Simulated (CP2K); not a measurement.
Consider 2-aminooxazole at its PBE geometry (Å).

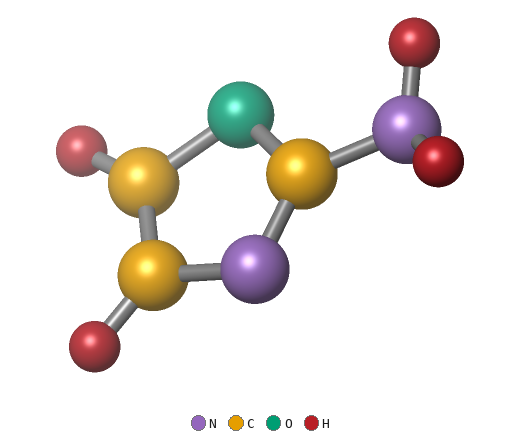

The molecule (nitrogen purple, carbon orange, oxygen teal, hydrogen red).

```xyz
10

N     1.9648    0.0975   -0.3097
C     0.6130   -0.0570   -0.1176
N    -0.0988   -1.1481   -0.2182
C    -1.4096   -0.7061   -0.0155
C    -1.4230    0.6321    0.2061
O    -0.1008    1.0827    0.1395
H     2.3892    0.8824    0.1744
H     2.4845   -0.7708   -0.2302
H    -2.2466   -1.3953   -0.0449
H    -2.1727    1.3826    0.4160
```

Method: CP2K XAS_TDP, all-electron GAPW, PBEh(45%), aug-cc-pVDZ, TDA, GW2X-corrected core level, no relativity.

Question: Predict the bright core excitations at the C K edge.

Leading lines: C2 290.15 eV, C4 288.35 eV and C5 288.84 eV. The leading line of an atom is its first one with 35 % of the strongest within 2.5 eV of its lowest line over the strength cut. Core ionisation energies at this level: C4 292.61, C5 293.18 and C2 295.21 eV.

The first six lines of each atom with a strength over 0.0015:

| atom | energy (eV) | states | strength, one atom | above the computed threshold |
| --- | --- | --- | --- | --- |
| C2 (bonded to 2 N and O) | 290.15 | 1 | 0.0699 |  |
|  | 294.13 | 1 | 0.0037 |  |
|  | 294.19 | 1 | 0.0146 |  |
|  | 294.76 | 1 | 0.0085 |  |
|  | 295.43 | 1 | 0.0185 | yes |
|  | 296.10 | 1 | 0.0051 | yes |
| C4 (bonded to C, N and H) | 288.35 | 1 | 0.0524 |  |
|  | 290.91 | 1 | 0.0094 |  |
|  | 291.32 | 1 | 0.0022 |  |
|  | 291.51 | 1 | 0.0034 |  |
|  | 291.86 | 1 | 0.0021 |  |
|  | 292.41 | 1 | 0.0019 |  |
| C5 (bonded to C, O and H) | 288.84 | 1 | 0.0496 |  |
|  | 291.18 | 1 | 0.0218 |  |
|  | 291.58 | 1 | 0.0106 |  |
|  | 292.35 | 1 | 0.0085 |  |
|  | 292.47 | 1 | 0.0021 |  |
|  | 292.63 | 1 | 0.0039 |  |

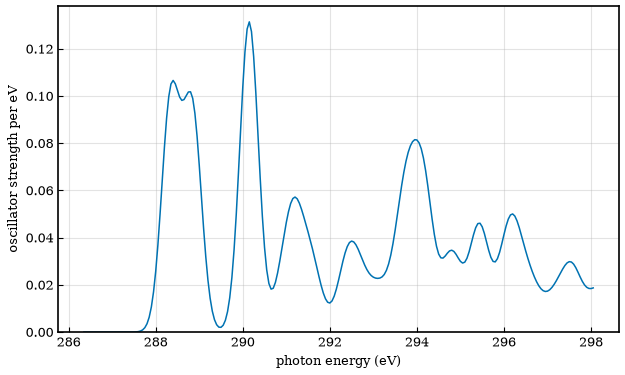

All atoms added, broadened by 0.5 eV.

Lines are vertical, at one geometry, with no vibrational structure. GW2X ionisation energies and lines can be off by 1 to 2 eV either way, and a good line position may hide errors that cancel. These values hold no scalar relativity, about 0.1 eV for C 1s. Rydberg lines, and the discretised continuum above threshold, depend on the basis and the box.

[Banner, clock and machine lines of the logs are left out without a mark of their own.]

[Logs are printed without paths, hosts, clocks, repeated set-up lines and the standing remarks that a program may print on its own settings, such as how far it seeks lower states.]

[Hosts, paths, dates, database ids (printed as entryN), source tags and the programs' standing remarks are cut or masked in the printed files.]
